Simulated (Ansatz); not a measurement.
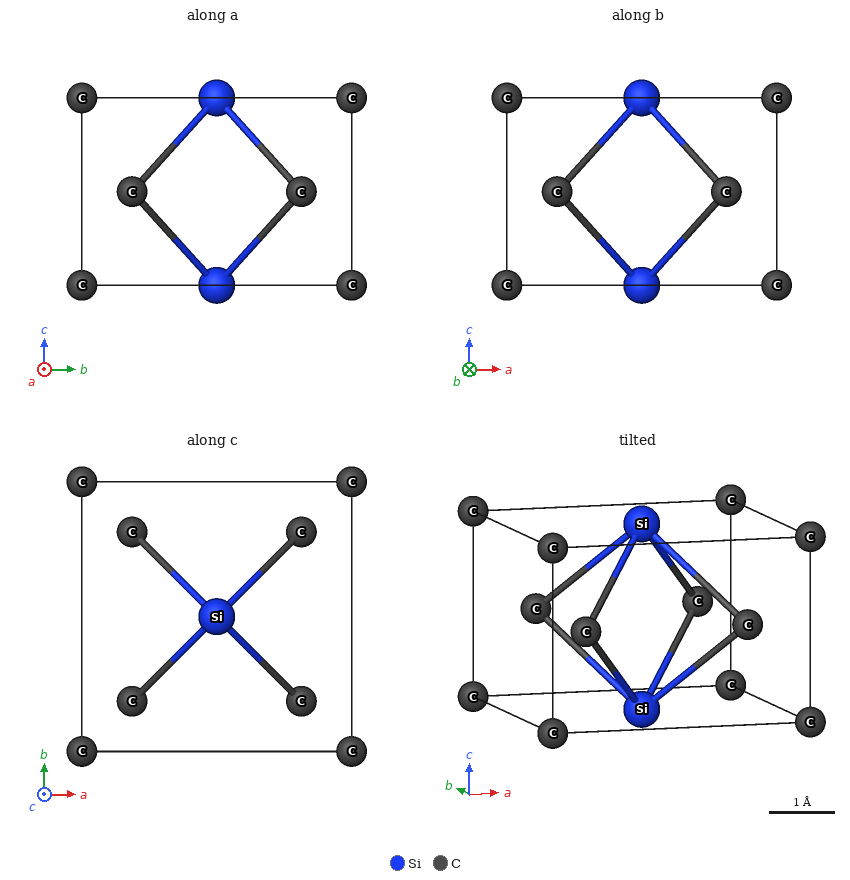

The crystal in a ball-and-stick representation, seen along the a axis, along the b axis, along the c axis and slightly off an axis. Atoms at the boundary of the conventional unit cell (the box) are drawn once for each face, edge or corner they touch.

Lattice parameters: a = 4.189 Å, b = 4.189 Å, c = 2.911 Å, α = 90.00°, β = 90.00°, γ = 90.00°.

> Give the structure in the form of a table of Wyckoff sites, with free fractional coordinates to two decimals.

Space group P4/mmm (No. 123).
| atom | site | x | y | z |
| --- | --- | --- | --- | --- |
| Si | 1c | 0.50 | 0.50 | 0.00 |
| C | 4k | 0.81 | 0.81 | 0.50 |
| C | 1a | 0.00 | 0.00 | 0.00 |

Its origin is a random cell made by a generator, so it need not be a real form of the compound. What is shown is the relaxed result from DFT PBE, scalar-relativistic, plane waves, PAW (Ansatz 0.2.0).
